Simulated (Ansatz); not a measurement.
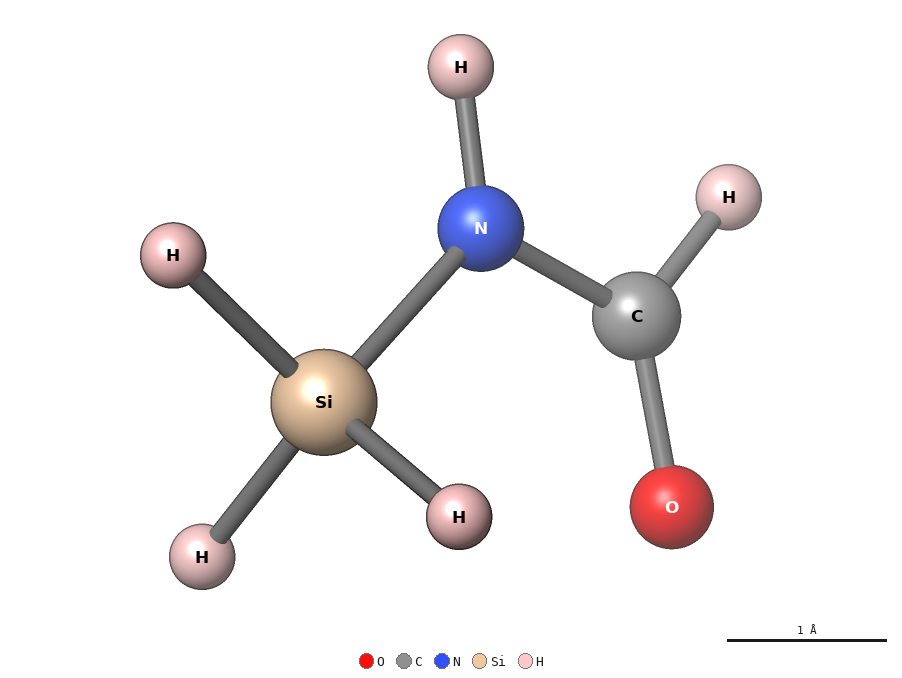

Depth is shown by fading: the farther an atom, the more it takes the colour of the background. The geometry was computed by an optimisation with PBE-D4/def2-SVP. No frequency run is at hand to confirm it as a minimum. Masses are those of the most abundant isotopes; constants are for the rigid equilibrium geometry.

Classify the rotor and give the rotational constants (GHz).

An asymmetric top (Cs): A = 13.9, B = 4.01, C = 3.23 GHz. Ray's parameter κ is −0.85, close to the prolate limit.
